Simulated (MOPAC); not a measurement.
Run report: Si2H2Cl2F2, geometry relaxation (part 1 of 2)

The run: geometry relaxation of Si2H2Cl2F2, SMILES F[SiH](F)[SiH](Cl)Cl. Method and program: PM6-D3H4, closed shell, dispersion D3H4 (MOPAC 23.2.5).

The atoms were displaced at random from an optimised geometry.

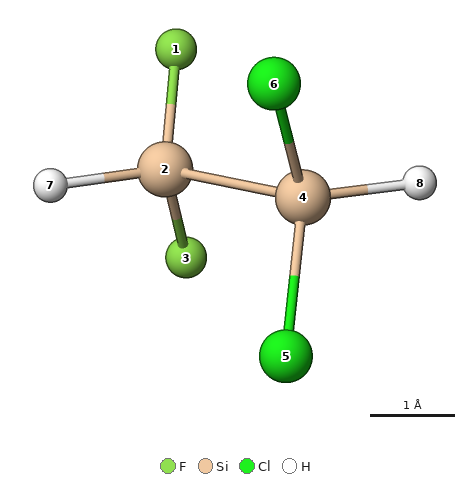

The starting structure (ball-and-stick view, seen at a tilt; atoms are numbered from 1 in the order of the input).

## Input (input.mop)
```
PM6-D3H4 PRECISE BONDS CYCLES=300 DISP GNORM=0.02 THREADS=1 AUX(PRECISION=6)


F      0.853212    -1.757025     1.208165
Si     1.053303    -0.535808     0.251356
F      1.726235    -1.101437    -1.109663
Si    -1.021414     0.410207    -0.289070
Cl    -0.696612     1.976682    -1.562458
Cl    -1.840137     1.095371     1.457799
H      2.003604     0.396687     0.860125
H     -1.995147    -0.505733    -0.916707
```

Run on 1 thread of Arm Neoverse N1, 98 GiB of memory available, shared host.

Launched with:
```bash
mopac input.mop
```

## Output
```
MOPAC v23.2.5
PM6-D3H4 CALCULATION RESULTS

 *  PM6-D3H4   - CORRECT DISPERSION AND HYDROGEN BOND TERMS USING THE D3H4 METHOD
 *  PRECISE    - TIGHTER CRITERIA TO BE USED
 *  THREADS=1  - MULTI-THREADING NOT USED
 *  CYCLES=    - DO A MAXIMUM OF 300 STEPS
 *  GNORM      - EXIT WHEN GRADIENT NORM DROPS BELOW 0.020
 *  AUX        - OUTPUT AUXILIARY INFORMATION
 *  DISP       - PRINT DISPERSION AND HYDROGEN BOND ENERGIES
 *  BONDS      - FINAL BOND-ORDER MATRIX TO BE PRINTED
PM6-D3H4 PRECISE BONDS CYCLES=300 DISP GNORM=0.02 THREADS=1 AUX(PRECISION=6)

   ATOM   CHEMICAL          X               Y               Z
  NUMBER   SYMBOL      (ANGSTROMS)     (ANGSTROMS)     (ANGSTROMS)

     1       F          0.85321200  *  -1.75702500  *   1.20816500  *
     2      Si          1.05330300  *  -0.53580800  *   0.25135600  *
     3       F          1.72623500  *  -1.10143700  *  -1.10966300  *
     4      Si         -1.02141400  *   0.41020700  *  -0.28907000  *
     5      Cl         -0.69661200  *   1.97668200  *  -1.56245800  *
     6      Cl         -1.84013700  *   1.09537100  *   1.45779900  *
     7       H          2.00360400  *   0.39668700  *   0.86012500  *
     8       H         -1.99514700  *  -0.50573300  *  -0.91670700  *

          CARTESIAN COORDINATES

    NO.       ATOM           X           Y           Z

     1         F          0.8532     -1.7570      1.2082
     2        Si          1.0533     -0.5358      0.2514
     3         F          1.7262     -1.1014     -1.1097
     4        Si         -1.0214      0.4102     -0.2891
     5        Cl         -0.6966      1.9767     -1.5625
     6        Cl         -1.8401      1.0954      1.4578
     7         H          2.0036      0.3967      0.8601
     8         H         -1.9951     -0.5057     -0.9167

           Empirical Formula: H2 F2 Si2 Cl2  =     8 atoms

      MOLECULAR POINT GROUP   :   Cs

      RHF CALCULATION, NO. OF DOUBLY OCCUPIED LEVELS = 19

          Geometry optimization using EF

          DIAGONAL MATRIX USED AS START HESSIAN
```

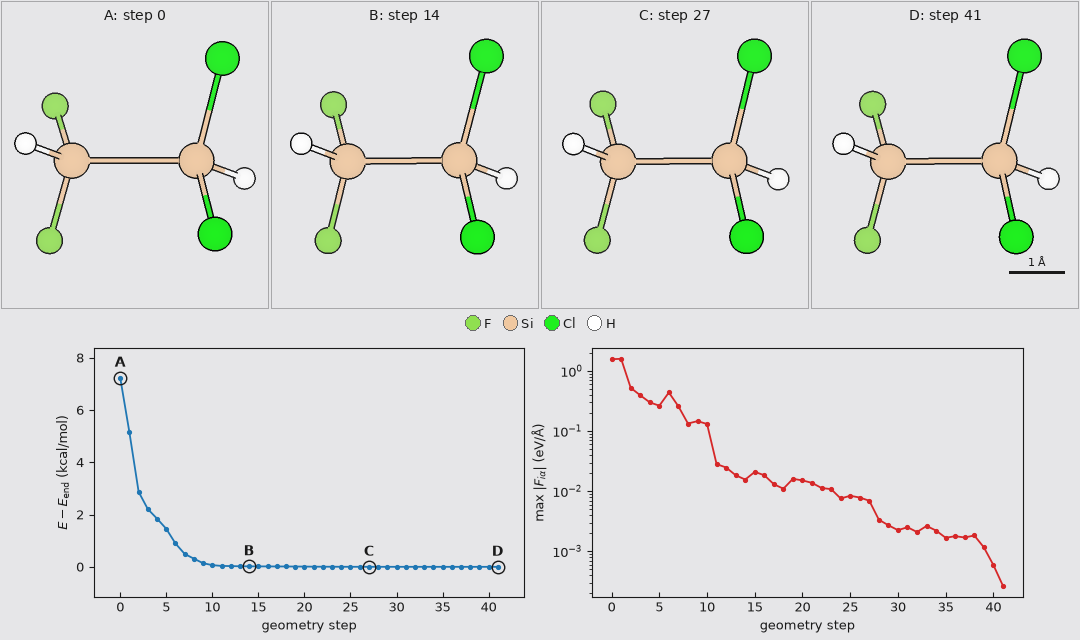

Frames of the relaxation (ball-and-stick view, seen at a tilt) above the curves, on which the letters mark them (steps are counted from 0).

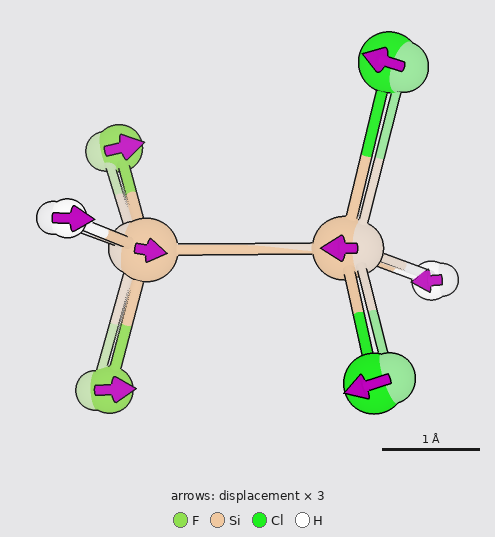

Start (faint) and end (solid) with the displacements as pink arrows, magnified 3 times (ball-and-stick view, seen at a tilt). The two geometries are laid on each other by the best rigid fit. The energy falls by 7.23 kcal/mol in 41 geometry steps. Largest force component: 1.6 eV/Å at the start, 0.00027 eV/Å at the end. The atom that moves furthest after the best rigid fit is Cl5 (0.17 Å). By element the largest moves are Cl 0.17 Å, H 0.16 Å, F 0.15 Å, Si 0.14 Å. Among the contacts that change: Si2–Si4 2.343 → 2.091 Å, Si2–F3 1.620 → 1.582 Å, Si4–Cl5 2.045 → 2.078 Å, Si4–Cl6 2.047 → 2.078 Å. Among the angles that change: F1–Si2–F3 107.1° → 109.8°, Cl5–Si4–Cl6 109.8° → 112.3°, F1–Si2–Si4 110.1° → 108.0°. (Atoms are counted from 1 in the order of the input.)

```
 CYCLE:     1 TIME:   0.023 TIME LEFT:  2.00D  GRAD.:    67.622 HEAT: -252.7316
 CYCLE:     2 TIME:   0.023 TIME LEFT:  2.00D  GRAD.:    63.282 HEAT: -254.8230
 CYCLE:     3 TIME:   0.016 TIME LEFT:  2.00D  GRAD.:    27.569 HEAT: -257.0982
 CYCLE:     4 TIME:   0.008 TIME LEFT:  2.00D  GRAD.:    19.440 HEAT: -257.7583
 CYCLE:     5 TIME:   0.016 TIME LEFT:  2.00D  GRAD.:    17.370 HEAT: -258.1219
 CYCLE:     6 TIME:   0.008 TIME LEFT:  2.00D  GRAD.:    13.236 HEAT: -258.5114
 CYCLE:     7 TIME:   0.016 TIME LEFT:  2.00D  GRAD.:    20.023 HEAT: -259.0728
 CYCLE:     8 TIME:   0.016 TIME LEFT:  2.00D  GRAD.:    11.923 HEAT: -259.4731
 CYCLE:     9 TIME:   0.008 TIME LEFT:  2.00D  GRAD.:     7.511 HEAT: -259.6545
 CYCLE:    10 TIME:   0.016 TIME LEFT:  2.00D  GRAD.:     7.286 HEAT: -259.8268
 CYCLE:    11 TIME:   0.008 TIME LEFT:  2.00D  GRAD.:     5.347 HEAT: -259.9015
 CYCLE:    12 TIME:   0.016 TIME LEFT:  2.00D  GRAD.:     1.833 HEAT: -259.9315
 CYCLE:    13 TIME:   0.008 TIME LEFT:  2.00D  GRAD.:     1.376 HEAT: -259.9376
 CYCLE:    14 TIME:   0.016 TIME LEFT:  2.00D  GRAD.:     0.797 HEAT: -259.9452
 CYCLE:    15 TIME:   0.008 TIME LEFT:  2.00D  GRAD.:     0.714 HEAT: -259.9473
 CYCLE:    16 TIME:   0.016 TIME LEFT:  2.00D  GRAD.:     0.816 HEAT: -259.9493
 CYCLE:    17 TIME:   0.016 TIME LEFT:  2.00D  GRAD.:     0.644 HEAT: -259.9502
 CYCLE:    18 TIME:   0.008 TIME LEFT:  2.00D  GRAD.:     0.570 HEAT: -259.9521
 CYCLE:    19 TIME:   0.016 TIME LEFT:  2.00D  GRAD.:     0.541 HEAT: -259.9528
 CYCLE:    20 TIME:   0.008 TIME LEFT:  2.00D  GRAD.:     0.753 HEAT: -259.9553
 CYCLE:    21 TIME:   0.016 TIME LEFT:  2.00D  GRAD.:     0.651 HEAT: -259.9567
 CYCLE:    22 TIME:   0.016 TIME LEFT:  2.00D  GRAD.:     0.731 HEAT: -259.9604
 CYCLE:    23 TIME:   0.008 TIME LEFT:  2.00D  GRAD.:     0.491 HEAT: -259.9617
 CYCLE:    24 TIME:   0.016 TIME LEFT:  2.00D  GRAD.:     0.448 HEAT: -259.9621
 CYCLE:    25 TIME:   0.008 TIME LEFT:  2.00D  GRAD.:     0.387 HEAT: -259.9642
 CYCLE:    26 TIME:   0.016 TIME LEFT:  2.00D  GRAD.:     0.327 HEAT: -259.9648
 CYCLE:    27 TIME:   0.016 TIME LEFT:  2.00D  GRAD.:     0.291 HEAT: -259.9652
 CYCLE:    28 TIME:   0.008 TIME LEFT:  2.00D  GRAD.:     0.249 HEAT: -259.9654
 CYCLE:    29 TIME:   0.016 TIME LEFT:  2.00D  GRAD.:     0.162 HEAT: -259.9657
 CYCLE:    30 TIME:   0.008 TIME LEFT:  2.00D  GRAD.:     0.122 HEAT: -259.9658
 CYCLE:    31 TIME:   0.016 TIME LEFT:  2.00D  GRAD.:     0.112 HEAT: -259.9658
 CYCLE:    32 TIME:   0.008 TIME LEFT:  2.00D  GRAD.:     0.129 HEAT: -259.9660
 CYCLE:    33 TIME:   0.016 TIME LEFT:  2.00D  GRAD.:     0.101 HEAT: -259.9661
 CYCLE:    34 TIME:   0.008 TIME LEFT:  2.00D  GRAD.:     0.127 HEAT: -259.9661
 CYCLE:    35 TIME:   0.016 TIME LEFT:  2.00D  GRAD.:     0.101 HEAT: -259.9662
 CYCLE:    36 TIME:   0.016 TIME LEFT:  2.00D  GRAD.:     0.082 HEAT: -259.9662
 CYCLE:    37 TIME:   0.008 TIME LEFT:  2.00D  GRAD.:     0.092 HEAT: -259.9663
 CYCLE:    38 TIME:   0.016 TIME LEFT:  2.00D  GRAD.:     0.086 HEAT: -259.9664
 CYCLE:    39 TIME:   0.008 TIME LEFT:  2.00D  GRAD.:     0.084 HEAT: -259.9664
 CYCLE:    40 TIME:   0.016 TIME LEFT:  2.00D  GRAD.:     0.051 HEAT: -259.9665
 CYCLE:    41 TIME:   0.008 TIME LEFT:  2.00D  GRAD.:     0.028 HEAT: -259.9665
 CYCLE:    42 TIME:   0.016 TIME LEFT:  2.00D  GRAD.:     0.017 HEAT: -259.9665

     GRADIENT =  0.01692 IS LESS THAN CUTOFF =  0.02000

 -------------------------------------------------------------------------------
 PM6-D3H4 PRECISE BONDS CYCLES=300 DISP GNORM=0.02 THREADS=1 AUX(PRECISION=6)

     GEOMETRY OPTIMISED USING EIGENVECTOR FOLLOWING (EF).
     SCF FIELD WAS ACHIEVED

                              PM6-D3H4 CALCULATION

          FINAL HEAT OF FORMATION =       -259.96647 KCAL/MOL =   -1087.69970 KJ/MOL

          TOTAL ENERGY            =     -37607.11665 KCAL/MOL = ELECTRONIC ENERGY + CORE-CORE REPULSION
          ENERGY OF ATOMS         =      37347.85094 KCAL/MOL
                              SUM =       -259.26571 KCAL/MOL
          DISPERSION ENERGY       =         -0.70076 KCAL/MOL
                              SUM =       -259.96647 KCAL/MOL = FINAL HEAT OF FORMATION

          TOTAL ENERGY            =      -1630.79893 EV
          ELECTRONIC ENERGY       =      -4184.93111 EV
          CORE-CORE REPULSION     =       2554.13219 EV
          COSMO AREA              =        153.35 SQUARE ANGSTROMS
          COSMO VOLUME            =        154.11 CUBIC ANGSTROMS

          GRADIENT NORM           =          0.01692          =       0.00598 PER ATOM
          IONIZATION POTENTIAL    =          9.300882 EV
          HOMO LUMO ENERGIES (EV) =         -9.301 -1.539
          NO. OF FILLED LEVELS    =         19
          MOLECULAR WEIGHT        =        167.0896         POINT GROUP:  Cs

          MOLECULAR DIMENSIONS (Angstroms)

            Atom       Atom       Distance
           Cl     6    F     3     4.71828
           Cl     5    F     1     4.63840
            H     7    H     8     3.94414

          SCF CALCULATIONS        =         44

          WALL-CLOCK TIME         =      0.555 SECONDS
          COMPUTATION TIME        =      0.545 SECONDS

   ATOM   CHEMICAL          X               Y               Z
  NUMBER   SYMBOL      (ANGSTROMS)     (ANGSTROMS)     (ANGSTROMS)

     1       F          0.72757774  *  -1.65327785  *   1.21823447  *
     2      Si          0.94868758  *  -0.45403845  *   0.21059437  *
     3       F          1.60340881  *  -0.99062991  *  -1.12594831  *
     4      Si         -0.92585661  *   0.33965520  *  -0.26917021  *
     5      Cl         -0.57227854  *   1.90226885  *  -1.59300109  *
     6      Cl         -1.76539892  *   0.99257409  *   1.51605907  *
     7       H          1.84919252  *   0.51903710  *   0.82233409  *
     8       H         -1.89487018  *  -0.56779934  *  -0.90619016  *

                             CARTESIAN COORDINATES

   1    F        0.727577741    -1.653277847     1.218234467
   2   Si        0.948687575    -0.454038445     0.210594372
   3    F        1.603408813    -0.990629909    -1.125948307
   4   Si       -0.925856607     0.339655201    -0.269170215
   5   Cl       -0.572278538     1.902268847    -1.593001091
   6   Cl       -1.765398920     0.992574087     1.516059067
   7    H        1.849192524     0.519037103     0.822334088
   8    H       -1.894870181    -0.567799340    -0.906190164

           Empirical Formula: H2 F2 Si2 Cl2  =     8 atoms

      MOLECULAR POINT GROUP   :   Cs

                  EIGENVALUES
 -41.08610 -40.85034 -26.89491 -26.59250 -20.04653 -17.81591 -16.45076 -16.15260
 -16.10345 -15.84658 -15.54406 -13.88596 -13.79535 -13.25366 -12.32549 -11.96291
 -11.74855 -11.68550  -9.30088  -1.53927  -1.29399  -0.36120   0.02552   0.17808
   0.54373   0.78089   0.95839   1.29540   1.40413   1.51933   1.87708   1.88116
   2.64278   3.89962   3.98922   4.55244  88.51485  88.68729  88.71769  89.38519
  89.44346  89.44917  89.46701  89.59620  89.90666  89.91327

              NET ATOMIC CHARGES AND DIPOLE CONTRIBUTIONS

  ATOM NO.   TYPE          CHARGE      No. of ELECS.   s-Pop       p-Pop       d-Pop
    1          F          -0.313727        7.3137     1.92974     5.38399
    2         Si           0.628595        3.3714     1.08889     1.10573     1.17679
    3          F          -0.313849        7.3138     1.92976     5.38409
    4         Si           0.520669        3.4793     1.18279     1.53195     0.76459
    5         Cl          -0.234628        7.2346     1.99438     5.23813     0.00211
    6         Cl          -0.234797        7.2348     1.99438     5.23831     0.00211
    7          H          -0.019089        1.0191     1.01909
    8          H          -0.033173        1.0332     1.03317
 DIPOLE           X         Y         Z       TOTAL
 POINT-CHG.    -0.196     0.243    -0.021     0.313
 HYBRID         0.067    -0.275    -0.045     0.287
 SUM           -0.130    -0.032    -0.066     0.149

          ATOMIC ORBITAL ELECTRON POPULATIONS

     Atom    s        px        py        pz      x^2-y^2     xz        z^2       yz        xy
    1  F   1.92974   1.85528   1.75621   1.77250
    2 Si   1.08889   0.51823   0.31452   0.27298   0.16822   0.20740   0.22090   0.28622   0.29406
    3  F   1.92976   1.82624   1.85122   1.70663
    4 Si   1.18279   0.62507   0.46070   0.44618   0.07717   0.13638   0.14657   0.17372   0.23076
    5 Cl   1.99438   1.87241   1.65767   1.70805   0.00035   0.00023   0.00030   0.00089   0.00034
    6 Cl   1.99438   1.81801   1.83895   1.58134   0.00012   0.00060   0.00065   0.00053   0.00021
    7  H   1.01909
    8  H   1.03317

          BONDING CONTRIBUTION OF EACH M.O.

  0.3307  0.3124  0.1598  0.0744  1.3561  1.3067  0.6087  0.6194  0.9768  0.5164
  0.4325  1.4003  1.3727  1.2824  0.8503  0.3597  0.4102  0.9982  1.9201 -0.5806
 -0.6645 -1.5018 -0.4536 -0.5901 -0.3900 -0.7137 -0.4956 -0.8915 -0.6555 -0.8566
 -0.6191 -0.7059 -1.3218 -1.1945 -1.8409 -1.7999 -0.0040 -0.0020 -0.0011 -0.0020
 -0.0004 -0.0002 -0.0008 -0.0013 -0.0002 -0.0004

            (VALENCIES)   BOND ORDERS

     1  F     (1.171)     2 Si 1.128     4 Si 0.020

     2 Si     (4.295)     1  F 1.128     3  F 1.127     7  H 0.959     4 Si 0.945     5 Cl 0.058     6 Cl 0.057
                          8  H 0.022

     3  F     (1.171)     2 Si 1.127     4 Si 0.021

     4 Si     (4.196)     6 Cl 1.122     5 Cl 1.122     8  H 0.947     2 Si 0.945     3  F 0.021     1  F 0.020
                          7  H 0.019

     5 Cl     (1.228)     4 Si 1.122     2 Si 0.058     6 Cl 0.027     8  H 0.011

     6 Cl     (1.228)     4 Si 1.122     2 Si 0.057     5 Cl 0.027     8  H 0.011

     7  H     (1.000)     2 Si 0.959     4 Si 0.019

     8  H     (0.999)     4 Si 0.947     2 Si 0.022     6 Cl 0.011     5 Cl 0.011

 *                    *
 * JOB ENDED NORMALLY *
 *                    *

 TOTAL JOB TIME:             0.55 SECONDS

 == MOPAC DONE ==
```

## Trajectory as extended XYZ (Å, eV, eV/Å), 26 of the 42 frames kept, from step=0 to step=41
```
8
Properties=species:S:1:pos:R:3:forces:R:3 step=0 energy=-10.95948
F     0.8532   -1.7570    1.2082   -0.1672  -0.1792   0.2557
Si    1.0533   -0.5358    0.2514   -0.9072   0.7745  -1.3621
F     1.7262   -1.1014   -1.1097   -0.4369   0.3705   0.6709
Si   -1.0214    0.4102   -0.2891    1.5761  -1.2162   0.3611
Cl   -0.6966    1.9767   -1.5625    0.0977   0.2218  -0.2745
Cl   -1.8401    1.0954    1.4578   -0.1518   0.0657   0.3282
H     2.0036    0.3967    0.8601   -0.1205  -0.1281  -0.0245
H    -1.9951   -0.5057   -0.9167    0.1098   0.0910   0.0451
8
Properties=species:S:1:pos:R:3:forces:R:3 step=2 energy=-11.14883
F     0.8374   -1.7487    1.1888   -0.1875   0.2548  -0.0945
Si    0.9987   -0.4953    0.2200    0.0360  -0.3472  -0.2296
F     1.7121   -1.0896   -1.0825   -0.3549   0.2571   0.1793
Si   -0.9466    0.3307   -0.2645    0.2552   0.5264  -0.0215
Cl   -0.6830    1.9916   -1.5854    0.0584  -0.4943   0.3123
Cl   -1.8491    1.1017    1.4833    0.2170  -0.2103  -0.1771
H     1.9931    0.3812    0.8421   -0.2172   0.1128  -0.0249
H    -1.9893   -0.4980   -0.9115    0.1930  -0.0994   0.0560
8
Properties=species:S:1:pos:R:3:forces:R:3 step=3 energy=-11.17746
F     0.8325   -1.7290    1.1745   -0.2510  -0.1993   0.2425
Si    0.9922   -0.5051    0.2134    0.0789   0.3950  -0.1085
F     1.7032   -1.0805   -1.0710   -0.1628   0.0605  -0.2084
Si   -0.9342    0.3459   -0.2634   -0.0130  -0.0124  -0.0083
Cl   -0.6827    1.9687   -1.5644    0.1275  -0.1513   0.0383
Cl   -1.8442    1.0988    1.4693    0.1670  -0.1445  -0.0281
H     1.9869    0.3843    0.8323   -0.2806   0.0295  -0.0549
H    -1.9849   -0.5016   -0.9023    0.3340   0.0226   0.1275
8
Properties=species:S:1:pos:R:3:forces:R:3 step=5 energy=-11.21012
F     0.8092   -1.7190    1.1976   -0.1655   0.1008  -0.0393
Si    0.9848   -0.4936    0.2070    0.1042  -0.1584   0.0190
F     1.6837   -1.0600   -1.0976   -0.1984   0.0810  -0.0645
Si   -0.9195    0.3485   -0.2535   -0.0160  -0.0550  -0.0877
Cl   -0.6680    1.9493   -1.5505    0.1523   0.0117  -0.0967
Cl   -1.8347    1.0818    1.4511    0.0498  -0.0062   0.2649
H     1.9663    0.3958    0.8193   -0.1166   0.1482   0.0235
H    -1.9606   -0.5031   -0.8664    0.1903  -0.1221  -0.0192
```
